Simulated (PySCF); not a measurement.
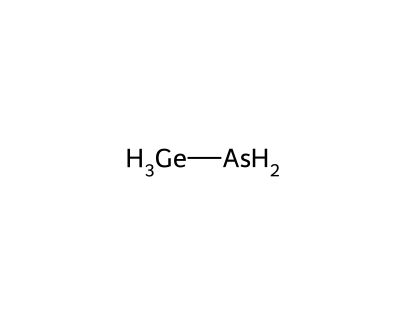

Source: calculation with PySCF.

2D structure.

Q: Write the SMILES.

A: [GeH3][AsH2]

Q: Give the formula, hydrogens included.

A: AsGeH5.

Q: An optimisation with PBE0-D3(BJ)/def2-SVP gave a structure of which point group?

A: Cs.
